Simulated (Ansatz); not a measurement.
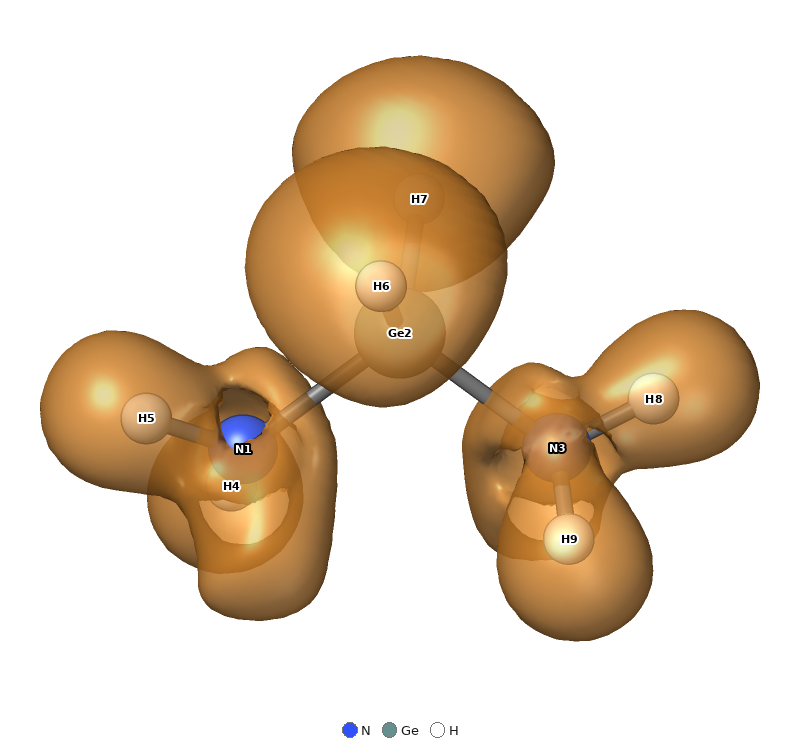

Figure. GeH6N2 (SMILES [NH2][GeH2][NH2]). Isosurface of the electron localisation function at 0.75 (orange), seen at a tilt. Only the valence region is drawn (cores and ρ < 0.01 e/Å³ removed).

Level of theory: RKS B3LYP/def2-SVPD (Ansatz).

Input

```
crystal:
  periodic: [false, false, false]
  atoms:
    - { symbol: "N", position_ang: [-1.1551, 0.6703, -0.8292] }
    - { symbol: Ge, position_ang: [0.4216, 0.2232, -0.0787] }
    - { symbol: "N", position_ang: [0.1456, -1.2678, 0.9937] }
    - { symbol: H, position_ang: [-1.4293, -0.0715, -1.4487] }
    - { symbol: H, position_ang: [-1.0046, 1.5113, -1.4964] }
    - { symbol: H, position_ang: [0.9685, 1.4158, 0.7747] }
    - { symbol: H, position_ang: [1.4672, -0.1098, -1.1954] }
    - { symbol: H, position_ang: [1.1395, -1.455, 1.4463] }
    - { symbol: H, position_ang: [-0.4649, -0.9629, 1.8165] }
basis:
  gaussian: { orbitals: def2-SVPD }
hamiltonian:
  xc: b3lyp
relax:
  f_tol: 0.015
  max_steps: 40
output:
  orbitals: {}
```

Launched as:

```sh
ansatz run input.yaml --threads 2 --pin off --max-ram 3072MiB --backend cpu --events-out ev --progress --plain --runs-dir out
```

The fields are those of the run's last geometry, not of the input's.

### Where are the electrons localised?

The ELF exceeds this value in two regions around hydrogen nuclei and two joined regions spread over several atoms (H, N), in which their bonds and any lone pairs are merged. Profiles from the grid: Ge–N (1.84 Å): the ELF peaks at about 0.90 in the valence shell of N, 0.6 Å from its nucleus, and is about 0.50 at the midpoint. N–H (1.01 Å): the ELF climbs to about 1 towards the hydrogen, as it does in any bond to H; an ordinary covalent bond to hydrogen.
